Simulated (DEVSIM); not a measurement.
Structure: illuminated Si n-on-p cell, one wavelength, at 250 K.

```csv
layer (left to right),material,thickness (μm),Nd (cm⁻³),Na (cm⁻³),τn (s),τp (s),absorption coefficient (cm⁻¹)
1,Si,0.230,1.2e18,-,5.8e-8,1.1e-7,6300
2,Si,15.0,-,2.1e17,8.2e-7,8.2e-7,6300
```

Left contact: ohmic, minority hole recombination velocity 10000 cm/s. Right contact: ohmic, minority electron recombination velocity 20000 cm/s. Voltage is applied to the left contact. Recombination: SRH at mid-gap, radiative, Auger. Light enters at the left, 8.5e16 photons cm⁻² s⁻¹, one pass, no reflection. Mobility is constant in doping.

Constants are typed, rounded textbook-type inputs, not results; the design itself was drawn at random and stands for no fabricated device. Values at 300 K; Nc and Nv go as T^1.5, mobilities as T to minus their exponent, the gap by Varshni's rule with the affinity fixed.

```csv
parameter,Si
gap (eV),1.124
affinity (eV),4.05
permittivity,11.7
Nc (cm⁻³),2.86e19
Nv (cm⁻³),3.1e19
μn (cm²/Vs),1417
μp (cm²/Vs),470
T exponent of μn,2.3
T exponent of μp,2.2
B (cm³/s),4.7e-15
Cn (cm⁶/s),2.8e-31
Cp (cm⁶/s),9.9e-32
Varshni α (eV/K),0.000473
Varshni β (K),636
```

Model (solved in DEVSIM): 1D drift-diffusion, Boltzmann statistics, complete ionisation; no tunnelling, impact ionisation, image-force lowering or self-heating.

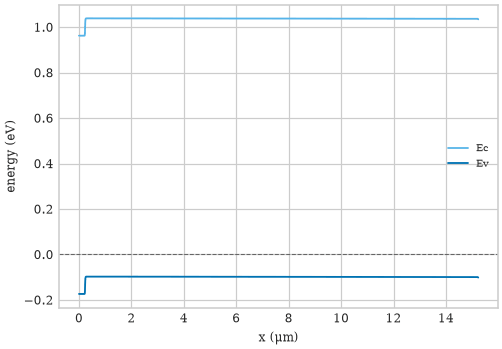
Figure. Band edges at -0.9 V on the left contact, in the dark

Energies count from the Fermi level of the right contact; mesh points crowd at the junctions.

```json
[
 {"x (μm)": "0.000", "Ec (eV)": "0.962", "Ev (eV)": "-0.174", "n (cm⁻³)": "1.2e18", "p (cm⁻³)": "7.0e15", "field (V/cm)": "-320"},
 {"x (μm)": "0.02225", "Ec (eV)": "0.962", "Ev (eV)": "-0.174", "n (cm⁻³)": "1.2e18", "p (cm⁻³)": "7.0e15", "field (V/cm)": "≈ 0"},
 {"x (μm)": "0.05775", "Ec (eV)": "0.962", "Ev (eV)": "-0.174", "n (cm⁻³)": "1.2e18", "p (cm⁻³)": "7.0e15", "field (V/cm)": "≈ 0"},
 {"x (μm)": "0.1196", "Ec (eV)": "0.962", "Ev (eV)": "-0.174", "n (cm⁻³)": "1.2e18", "p (cm⁻³)": "7.0e15", "field (V/cm)": "≈ 0"},
 {"x (μm)": "0.1910", "Ec (eV)": "0.962", "Ev (eV)": "-0.174", "n (cm⁻³)": "1.2e18", "p (cm⁻³)": "7.1e15", "field (V/cm)": "≈ 0"},
 {"x (μm)": "0.2203", "Ec (eV)": "0.964", "Ev (eV)": "-0.172", "n (cm⁻³)": "1.1e18", "p (cm⁻³)": "7.7e15", "field (V/cm)": "5700"},
 {"x (μm)": "0.2379", "Ec (eV)": "1.021", "Ev (eV)": "-0.115", "n (cm⁻³)": "8.0e16", "p (cm⁻³)": "1.1e17", "field (V/cm)": "23000"},
 {"x (μm)": "0.2843", "Ec (eV)": "1.039", "Ev (eV)": "-0.098", "n (cm⁻³)": "3.5e16", "p (cm⁻³)": "2.4e17", "field (V/cm)": "40"},
 {"x (μm)": "0.3624", "Ec (eV)": "1.039", "Ev (eV)": "-0.098", "n (cm⁻³)": "3.5e16", "p (cm⁻³)": "2.4e17", "field (V/cm)": "≈ 0"},
 {"x (μm)": "0.5185", "Ec (eV)": "1.039", "Ev (eV)": "-0.098", "n (cm⁻³)": "3.5e16", "p (cm⁻³)": "2.4e17", "field (V/cm)": "≈ 0"},
 {"x (μm)": "0.8052", "Ec (eV)": "1.038", "Ev (eV)": "-0.098", "n (cm⁻³)": "3.4e16", "p (cm⁻³)": "2.4e17", "field (V/cm)": "≈ 0"},
 {"x (μm)": "1.673", "Ec (eV)": "1.038", "Ev (eV)": "-0.098", "n (cm⁻³)": "3.4e16", "p (cm⁻³)": "2.4e17", "field (V/cm)": "≈ 0"},
 {"x (μm)": "3.136", "Ec (eV)": "1.038", "Ev (eV)": "-0.098", "n (cm⁻³)": "3.2e16", "p (cm⁻³)": "2.4e17", "field (V/cm)": "≈ 0"},
 {"x (μm)": "6.057", "Ec (eV)": "1.038", "Ev (eV)": "-0.098", "n (cm⁻³)": "3.0e16", "p (cm⁻³)": "2.4e17", "field (V/cm)": "≈ 0"},
 {"x (μm)": "11.17", "Ec (eV)": "1.037", "Ev (eV)": "-0.099", "n (cm⁻³)": "2.5e16", "p (cm⁻³)": "2.4e17", "field (V/cm)": "≈ 0"},
 {"x (μm)": "13.12", "Ec (eV)": "1.037", "Ev (eV)": "-0.099", "n (cm⁻³)": "2.3e16", "p (cm⁻³)": "2.3e17", "field (V/cm)": "≈ 0"},
 {"x (μm)": "14.19", "Ec (eV)": "1.037", "Ev (eV)": "-0.099", "n (cm⁻³)": "2.3e16", "p (cm⁻³)": "2.3e17", "field (V/cm)": "≈ 0"},
 {"x (μm)": "14.70", "Ec (eV)": "1.037", "Ev (eV)": "-0.100", "n (cm⁻³)": "2.2e16", "p (cm⁻³)": "2.3e17", "field (V/cm)": "≈ 0"},
 {"x (μm)": "15.04", "Ec (eV)": "1.036", "Ev (eV)": "-0.100", "n (cm⁻³)": "2.2e16", "p (cm⁻³)": "2.3e17", "field (V/cm)": "≈ 0"},
 {"x (μm)": "15.14", "Ec (eV)": "1.036", "Ev (eV)": "-0.100", "n (cm⁻³)": "2.2e16", "p (cm⁻³)": "2.3e17", "field (V/cm)": "≈ 0"},
 {"x (μm)": "15.20", "Ec (eV)": "1.036", "Ev (eV)": "-0.100", "n (cm⁻³)": "2.2e16", "p (cm⁻³)": "2.3e17", "field (V/cm)": "-36"},
 {"x (μm)": "15.23", "Ec (eV)": "1.034", "Ev (eV)": "-0.102", "n (cm⁻³)": "2.4e16", "p (cm⁻³)": "2.1e17", "field (V/cm)": "-2800"}
]
```
